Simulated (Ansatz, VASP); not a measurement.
# ZnS (Sphalerite) in two plane-wave programs

One calculation is typed for both programs; each brings its own data sets. How far apart do they land? The cell is taken from a series of VASP runs on this material, whose earlier steps may have relaxed, scaled or displaced it; both programs get it as it stands. Valence electrons are named where the data sets of a main pair hold unlike numbers.

Main program and level: Ansatz 0.2.0; plane waves, with VASP 6.6.1 beside it; band structure at HSE06.

**1. The starting structure**

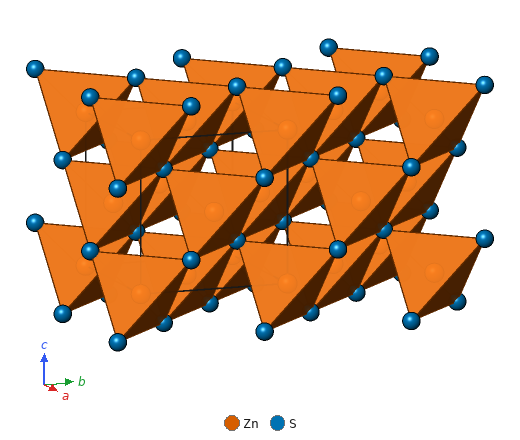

Start, viewed slightly off an axis; zinc orange, sulfur blue. 1×2×1 cells are drawn. This picture shows the conventional cell, with its axes. Some periodic images of atoms are drawn too.

Coordinates:

```cif
data_structure
_symmetry_space_group_name_H-M 'F-43m'
_symmetry_Int_Tables_number 216
_cell_length_a 5.4093
_cell_length_b 5.4093
_cell_length_c 5.4093
_cell_angle_alpha 90.000
_cell_angle_beta 90.000
_cell_angle_gamma 90.000
_cell_volume 158.28
loop_
_atom_site_label
_atom_site_type_symbol
_atom_site_symmetry_multiplicity
_atom_site_Wyckoff_symbol
_atom_site_fract_x
_atom_site_fract_y
_atom_site_fract_z
_atom_site_occupancy
Zn1 Zn 4 a 0.00000 0.00000 0.00000 1
S1 S 4 c 0.25000 0.25000 0.25000 1
```

**2. Ansatz: band structure, HSE06**

Ansatz runs on its default PAW (the set named soft_2) files.

The same path points are solved in both programs, so levels can be compared one by one.

Contents of input.yaml:

```yaml
crystal:
  lattice:
    - [0.0, 2.70465, 2.70465]
    - [2.70465, 0.0, 2.70465]
    - [2.70465, 2.70465, 0.0]
  atoms:
    - { symbol: Zn, position: [0.0, 0.0, 0.0] }
    - { symbol: S, position: [0.75, 0.75, 0.75] }
hamiltonian:
  xc: { exchange: pbe, correlation: pbe, exx: { coeff: 0.25, omega: 0.2 } }
  pseudopotentials: { kind: paw }
kpoints:
  mp_grid: { grid: [5, 5, 5] }
  band_path:
    path:
      - [0.0, 0.0, 0.0]
      - [0.5, 0.0, 0.5]
      - [0.5, 0.22222, 0.72222]
      - [0.40278, 0.34722, 0.75]
      - [0.125, 0.125, 0.25]
      - [0.27778, 0.27778, 0.27778]
      - [0.55556, 0.38889, 0.55556]
      - [0.58333, 0.25, 0.66667]
      - [0.5, 0.30556, 0.69444]
      - [0.48611, 0.48611, 0.52778]
      - [0.625, 0.25, 0.625]
      - [0.5, 0.0, 0.5]
    npoints: 1
scf:
  occupations: { method: gaussian, width: 0.03 }
  n_extra_bands: 7
output:
  forces: true
  stress: true
  eigenvalues: true
```

Run with:

```console
$ ansatz run input.yaml --threads 4 --pin off --max-ram 9216MiB --backend cpu --events-out ev --progress --plain --runs-dir out
```

Numbers of over 12 decimals in the logs are rounded to 6 here.

The log of the run:

```text
Warning: output.stress: scf.convergence.dr2_threshold = 1e-7 eV (the SCF's general default) is looser than the 2e-10 eV advised for a printed stress (1e-10 eV for each atom of the cell: 2). What an SCF threshold leaves in a stress goes as its square root, and in the free energy as the threshold itself, and one threshold admits the most on a small cell: [figures from the program's tests cut] Set scf.convergence.dr2_threshold to 2e-10 eV or tighter. The threshold is an SCF's pass mark: one that does not reach it within its budget of iterations ends unconverged, or closes short of it on a stop that the run arms, and scf.convergence.dr2_threshold's page says what that costs each kind of run
Warning: output.stress: scf.exx.energy_threshold = 1e-6 eV is looser than the 2e-8 eV advised for a stress under a hybrid functional (1e-8 eV for each atom of the cell: 2). Every SCF of the exchange loop can meet its threshold on dr2 while the loop round them stops early: no threshold on dr2 bounds what that leaves in the stress. Set scf.exx.energy_threshold to 2e-8 eV or tighter. The threshold is the loop's pass mark: a loop that does not reach it within its budget of cycles ends unconverged, and scf.exx.energy_threshold's page has the law
scf.n_extra_bands = 7 over 9 filled bands (N_el = 18.0): the run solves 16 bands
Engine: ansatz 0.2.0, aarch64-unknown-linux-gnu
Pseudopotentials: kind: paw
Pseudopotential: Zn, paw, valence charge 12, recommended cutoff 420 eV (normal), Zn.paw.azcp
Pseudopotential: S, paw, valence charge 6, recommended cutoff 420 eV (normal), S.paw.azcp
Functional definition: unnamed
  parameter a_1 = 0.25
  parameter omega_1 = 0.2/angstrom
  exchange = pbe_x + (-a_1)*pbe_x_sr(omega_1) + a_1*exact_x_sr(omega_1)
  correlation = pbe_c
Crystal: 2 atoms, lattice volume = 39.570 Å³
Basis set: ecut = 420 eV, 749 PW (Γ), exchange–correlation on 54×54×54 points (8 copies of the dense FFT grid, shifted against one another)
Bands: 16, of which v1, the nominal top of the filled ones, is band 9 counted from 1 (8 counted from 0)
Symmetry: 24 space group operations
Space group: F-43m (ITA 216), of the structure as read, at distance tolerance 3.4e-5 Å
k-points: 10 of 125 (time reversal used)
Non-local potential: Zn, projectors of the file, l = 0: 2, l = 1: 2, l = 2: 3, l = 3: 1
Non-local potential: S, projectors of the file, l = 0: 2, l = 1: 2, l = 2: 2
PAW form: soft (Blöchl's): semilocal exchange-correlation on the pseudo side does not see the compensation charge
PAW frozen core: Zn, regenerated for the run's functional, and the local potential with it (the file was generated under x = pbe(κ = 0.804, μ = 0.219515), c = pbe(β = 0.066725))
PAW frozen core: S, regenerated for the run's functional, and the local potential with it (the file was generated under x = pbe(κ = 0.804, μ = 0.219515), c = pbe(β = 0.066725))
PAW one-centre angular grid: Zn, 590 points (default); XC on 64 Gauss nodes
PAW one-centre angular grid: S, 110 points (default); XC on 64 Gauss nodes
Initial density: superposition of atomic densities (neutral atoms: chi_scale 0, normalization atom), corrected by the library's trained network
Initial wavefunctions: pseudopotential atomic-orbital guess
Functional: x = pbe(κ = 0.804, μ = 0.219515), c = pbe(β = 0.066725), warm-up for x = pbe(κ = 0.804, μ = 0.219515) + 0.25 (exact − pbe) at short range (hse, ω = 0.2 Å⁻¹), c = pbe(β = 0.066725)
SCF iter   1: F=—  HF=-4222.720580 eV  |F-HF|=—  |Δ(HF+E_count)|=         —  Δρ=1.70e-3  dr2=1.02e-3  ethr=1.77e-3  ⟨swp⟩=10.4  Hψ=849  notcnv=0
preconditioner: auto → none  [insulator: Δε(μ)=2.095 eV  Ē_g=14.772 eV  σ=0.030 eV  W_gap=1.00  n_scr=14 (ndim 8)  ℏωp=25.0 eV  f_vac=0.029  D(μ)=0.00/eV (n_scr^D=0)]
SCF iter   2: F=—  HF=-4222.720234 eV  |F-HF|=—  |Δ(HF+E_count)|=   3.46e-4  Δρ=1.41e-3  dr2=5.15e-4  ethr=5.67e-6  ⟨swp⟩=4.3  Hψ=509  notcnv=0  defer=1
iter 3 solved again at ethr=1.92e-8 eV; its pass at ethr=2.86e-6 eV (dr2=3.46e-6 eV) is discarded
SCF iter   3: F=-4222.720053 eV  HF=-4222.720018 eV  |F-HF|=3.49e-5  |Δ(HF+E_count)|=   2.16e-4  Δρ=1.66e-4  dr2=3.85e-6  ethr=1.92e-8  ⟨swp⟩=3.2  Hψ=641  notcnv=0
SCF 1 stopped early in 3 iterations: F = -4222.720053 eV  dr2 = 3.85e-6
  greatest PAW one-centre occupation: 0.983 electrons in one spin orbital (limit 2), on the Zn atom at site 0 (counted from 0), in its partial waves of l = 2
Initial density: handed on by an earlier stage of this run
Initial wavefunctions: those handed on with the density
Functional: x = pbe(κ = 0.804, μ = 0.219515) + 0.25 (exact − pbe) at short range (hse, ω = 0.2 Å⁻¹), c = pbe(β = 0.066725)
Exchange kernel: α = 0.2500, screened, ω = 0.2000 Å⁻¹, Wigner–Seitz truncation, v(0) = 1123.8868 eV·Å³, q-mesh 5×5×5, nearest image of the exchange supercell L = 19.12 Å, pair-density grid 15×15×15, without the augmentation charges, whose exchange is taken in its separable form by FFT convolution over the k-point mesh (sized by the pseudopotential files, 24×24×24 at the most), smooth part of the exact exchange by density-matrix convolution
Frozen-core exchange: fock
SCF iter   1: F=—  HF=-4223.425327 eV  |F-HF|=—  |Δ(HF+E_count)|=         —  Δρ=2.21e-2  dr2=1.00e-1  ethr=2.14e-7  ⟨swp⟩=8.5  Hψ=899  notcnv=0
preconditioner: auto → none  [insulator: Δε(μ)=3.320 eV  Ē_g=17.531 eV  σ=0.030 eV  W_gap=1.00  n_scr=14 (ndim 8)  ℏωp=25.0 eV  f_vac=0.029  D(μ)=0.00/eV (n_scr^D=0)]
SCF iter   2: F=—  HF=-4223.397800 eV  |F-HF|=—  |Δ(HF+E_count)|=   2.75e-2  Δρ=3.59e-3  dr2=6.94e-3  ethr=2.14e-7  ⟨swp⟩=5.0  Hψ=655  notcnv=0
SCF iter   3: F=—  HF=-4223.390965 eV  |F-HF|=—  |Δ(HF+E_count)|=   6.84e-3  Δρ=3.32e-3  dr2=2.85e-3  ethr=2.14e-7  ⟨swp⟩=4.9  Hψ=542  notcnv=0
SCF iter   4: F=—  HF=-4223.390842 eV  |F-HF|=—  |Δ(HF+E_count)|=   1.22e-4  Δρ=5.79e-4  dr2=1.25e-3  ethr=2.14e-7  ⟨swp⟩=4.0  Hψ=414  notcnv=0
SCF iter   5: F=—  HF=-4223.399873 eV  |F-HF|=—  |Δ(HF+E_count)|=   9.03e-3  Δρ=1.92e-3  dr2=7.56e-4  ethr=2.14e-7  ⟨swp⟩=4.6  Hψ=500  notcnv=0
SCF iter   6: F=—  HF=-4223.399603 eV  |F-HF|=—  |Δ(HF+E_count)|=   2.70e-4  Δρ=1.25e-4  dr2=2.09e-5  ethr=2.14e-7  ⟨swp⟩=4.0  Hψ=424  notcnv=0
SCF iter   7: F=—  HF=-4223.399712 eV  |F-HF|=—  |Δ(HF+E_count)|=   1.09e-4  Δρ=2.24e-4  dr2=1.13e-5  ethr=2.17e-8  ⟨swp⟩=4.2  Hψ=418  notcnv=0  defer=1
SCF iter   8: F=-4223.399709 eV  HF=-4223.399708 eV  |F-HF|=2.44e-7  |Δ(HF+E_count)|=   3.77e-6  Δρ=1.76e-5  dr2=7.27e-7  ethr=2.17e-8  ⟨swp⟩=3.0  Hψ=324  notcnv=0
SCF 2 stopped early in 8 iterations: F = -4223.399709 eV  dr2 = 7.27e-7
  greatest PAW one-centre occupation: 0.986 electrons in one spin orbital (limit 2), on the Zn atom at site 0 (counted from 0), in its partial waves of l = 2
hybrid outer 1: dexx = +9.657e-3 eV, tail = 3.63e-5 eV
Exchange kernel: α = 0.2500, screened, ω = 0.2000 Å⁻¹, Wigner–Seitz truncation, v(0) = 1123.8868 eV·Å³, q-mesh 5×5×5, nearest image of the exchange supercell L = 19.12 Å, pair-density grid 15×15×15, without the augmentation charges, whose exchange is taken in its separable form by FFT convolution over the k-point mesh (sized by the pseudopotential files, 24×24×24 at the most), smooth part of the exact exchange by density-matrix convolution
Frozen-core exchange: fock
SCF iter   1: F=—  HF=-4223.399156 eV  |F-HF|=—  |Δ(HF+E_count)|=         —  Δρ=1.07e-4  dr2=3.34e-6  ethr=1.01e-6  ⟨swp⟩=4.2  Hψ=373  notcnv=0
preconditioner: auto → none  [insulator: Δε(μ)=3.346 eV  Ē_g=17.239 eV  σ=0.030 eV  W_gap=1.00  n_scr=14 (ndim 8)  ℏωp=25.0 eV  f_vac=0.030  D(μ)=0.00/eV (n_scr^D=0)]
SCF iter   2: F=—  HF=-4223.399155 eV  |F-HF|=—  |Δ(HF+E_count)|=   5.38e-7  Δρ=1.32e-5  dr2=1.77e-7  ethr=1.48e-8  ⟨swp⟩=3.1  Hψ=330  notcnv=0
SCF iter   3: F=—  HF=-4223.399156 eV  |F-HF|=—  |Δ(HF+E_count)|=   9.28e-7  Δρ=1.81e-5  dr2=8.35e-8  ethr=1.43e-10  ⟨swp⟩=4.2  Hψ=498  notcnv=0  defer=1
SCF iter   4: F=-4223.399156 eV  HF=-4223.399156 eV  |F-HF|=1.17e-10  |Δ(HF+E_count)|=   2.94e-8  Δρ=1.19e-6  dr2=3.00e-9  ethr=1.43e-10  ⟨swp⟩=3.3  Hψ=341  notcnv=0
SCF 3 converged in 4 iterations: F = -4223.399156 eV  dr2 = 3.00e-9
  Residual-converged pass: ⟨swp⟩=3.0  Hψ=276  notcnv=0  max |occ|·‖R‖ = 2.4e-6 eV (tolerance 2.4e-6 eV)  dr2=3.00e-9  dr2_onsite=8.88e-11  max |Δocc| = 0.0e0
hybrid outer 2: dexx = +9.036e-7 eV, tail = 1.72e-8 eV, Δε = 3.14e-3 eV (about 8.28e-5 eV left of the loop's levels)
NSCF: frozen V_eff on 12 k-points
hybrid SCF converged: 2 outer / 12 inner (+3 warm-up), last move |dexx| = 9.04e-7 eV, tail = 1.72e-8 eV
Stability not checked: this state was not tested for a lower state beside it, because the functional holds exact exchange (a hybrid, or Hartree-Fock), whose exchange loop this test does not read (fock_operator; see scf.lower_state_search)
Free energy (F): -4223.399156 eV
Frozen-core exchange: fock
Harris-Foulkes:  -4223.399156 eV  (|F-HF|=1.17e-10)
Internal energy: -4223.399156 eV  (E = F + TS)
E sigma→0 (E₀):  -4223.399156 eV
Fermi energy:    6.678955 eV
--- Per-component energies (eV) ---
  E_band       = -27.840934
  E_kinetic    = 237.782507
  E_local      = -2053.043702  (includes V_loc(G=0)·N_el)
  E_nonlocal   = 647.332602
  E_hartree    = 863.359636
  E_xc         = -186.387799
  E_vxc        = -111.580043  (∫ρ·V_xc dr)
  E_exx        = -53.489277  (= α·E_x^exact, valence–valence)
  E_paw        = -2427.350525  (= ΣΔE_a)
  E_vpaw       = -368.072501  (= ΣTr[D̂ρ^β])
  E_aug_tail   = -0.000361  (compensation charges beyond the density's cutoff)
  E_ewald      = -1252.151240
  E_core_change = 0.549003  (= ΣΔE_core)
  E_smearing   = -0.000000  (= −TS)
  E_closure    = 0.000000  (closes the sum)
  Σ components = -4223.399156   (vs F -4223.399156, Δ=0.00e0)
--- Forces (eV/Å), atoms counted from 1 ---
  atom   1  Zn    -0.00000000     0.00000000     0.00000000
  atom   2  S      0.00000000    -0.00000000    -0.00000000
  max |Σ_I F_I| component: 5.55e-17 eV/Å
--- Stress (GPa, compression-positive) ---
        0.730023       0.000000      -0.000000
        0.000000       0.730023       0.000000
       -0.000000       0.000000       0.730023
  P = ⅓ Tr σ = 0.7300 GPa (7.300 kbar)
--- Band table (eV; the first three rows and the last of 10) ---
  k-point 0: bands = [... 5 lower, -2.4561, 5.0056, 5.0056, 5.0056, 8.3520, 12.7168, 12.7168, 12.7168, ... 3 higher]
  k-point 1: bands = [... 5 lower, -2.4575, 2.7323, 4.6581, 4.6581, 9.6505, 12.8375, 13.2540, 13.2540, ... 3 higher]
  k-point 2: bands = [... 5 lower, -2.4293, -0.0040, 4.1743, 4.1743, 9.6389, 13.2776, 13.2776, 14.8474, ... 3 higher]
  k-point 9: bands = [... 5 lower, -2.1401, 0.2993, 2.0153, 2.8600, 11.6208, 12.1350, 13.4695, 16.2821, ... 3 higher]
```

The job ended after 16 s (4 threads of Arm Neoverse V2, shared host; peak memory 0.75 GiB; 58 s of CPU time).

The column dr2 measures how far the density is from self-consistency, as an energy; F and HF (Harris–Foulkes) agree once it is small.

[end of part 1 of 2]

[Lines on the potential files, build, host, timing and source positions are cut from VASP's logs without a mark.]

[Logs are printed without paths, hosts, clocks, repeated set-up lines and the standing remarks that a program may print on its own settings, such as how far it seeks lower states.]

[Hosts, paths, dates, database ids (printed as entryN), source tags and the programs' standing remarks are cut or masked in the printed files.]
